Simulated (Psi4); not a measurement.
**Cl2 (chlorine): MP2/pcSseg-2 (density fitting, density fitting for correlation)**

Aim: the energy of Cl2 (chlorine). Input form: a Python script.

The results are computed with Psi4 1.11.

2 further runs of the same task are left out: 2 set aside as unsound or not needed.

### 1 The system as given

Cl2: 2 atoms, total charge 0, spin state singlet. SMILES: `ClCl`. The shape is that of a GFN2-xTB optimisation.

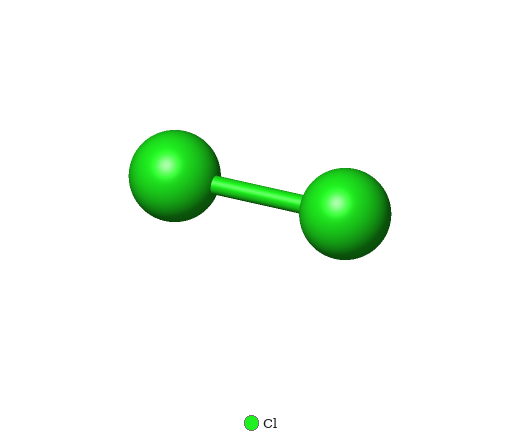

Viewed from a chosen angle; chlorine green.

### 2 A single-point energy at MP2/pcSseg-2 (density fitting, density fitting for correlation)

cl2.xyz reads:

```xyz
2
Cl2
Cl     0.859850    -0.286310     0.440860
Cl    -0.859850     0.286310    -0.440860
```

cl2.py reads:

```python
import psi4

psi4.set_memory(1600000000)
psi4.set_num_threads(1)
psi4.core.set_output_file('cl2.out', False)

with open('cl2.xyz') as f:
    atoms = ''.join(f.readlines()[2:])
molecule = psi4.geometry('0 1\n' + atoms + '')

options = {'scf_type': 'df', 'mp2_type': 'df', 'damping_percentage': 10, 'maxiter': 60}
psi4.set_options(options)

e_tot = psi4.energy("mp2/pcSseg-2")
print(f'total energy {e_tot:.8f} hartree = {e_tot * 27.211386:.5f} eV')
```

Started as:

```sh
python cl2.py
```

cl2.out:

```text
[...]
  Running in d2h symmetry.
[...]
  Nuclear repulsion =   75.873834115185900
[...]
  Multiplicity = 1
[...]
  Nalpha       = 17
  Nbeta        = 17
[...]
    Number of basis functions: 86
[...]
   @DF-RHF iter   1:  -918.97602183049423   -2.02458e-01   6.99038e-03 ADIIS/DIIS
[...]
   @DF-RHF iter  13:  -918.99254170751010    2.67323e-09   5.75897e-10 DIIS/DAMP=10%
[...]
    Orbital Energies [Eh]
    ---------------------
    Doubly Occupied:
       1Ag  -104.903168     1B3u -104.903166     2Ag   -10.619869
       2B3u  -10.619725     3Ag    -8.088796     3B3u   -8.088566
       1B1u   -8.086164     1B2u   -8.086164     1B1g   -8.086158
       1B2g   -8.086158     4Ag    -1.211562     4B3u   -1.018414
       5Ag    -0.593056     2B2u   -0.566833     2B1u   -0.566833
       2B2g   -0.447460     2B1g   -0.447460
[...]
  @DF-RHF Final Energy:  -918.99254170751010
   => Energetics <=
    Nuclear Repulsion Energy =             75.8738341151859004
    One-Electron Energy =               -1420.8936475036189222
    Two-Electron Energy =                 426.0272716809228655
    Total Energy =                       -918.9925417075100995
[...]
 Multipole Moments:
 ------------------------------------------------------------------------------------
     Multipole            Electronic (a.u.)      Nuclear  (a.u.)        Total (a.u.)
 ------------------------------------------------------------------------------------
 L = 1.  Multiply by 2.5417464519 to convert [e a0] to [Debye]
 Dipole X            :          0.0000000            0.0000000            0.0000000
 Dipole Y            :          0.0000000            0.0000000            0.0000000
 Dipole Z            :          0.0000000            0.0000000            0.0000000
 Magnitude           :                                                    0.0000000
[...]
```

The script printed:

```text
total energy -919.63059837 hartree = -25024.42319 eV
```

Run time: 3.3 s. Hardware: 1 thread of Intel Xeon Platinum 8259CL at 2.50GHz (Skylake/Cascade Lake), shared host; peak memory 0.22 GiB.

### 3 Summary of results

Level: MP2/pcSseg-2 (density fitting, density fitting for correlation).

| quantity | value |
| --- | --- |
| total energy | -919.63060 Eh |
| HOMO energy (Hartree–Fock orbitals) | -12.18 eV |
| LUMO energy (Hartree–Fock orbitals) | 0.81 eV |
| HOMO–LUMO gap (Hartree–Fock orbitals) | 12.99 eV |
| correlation energy | -638.1 mEh |
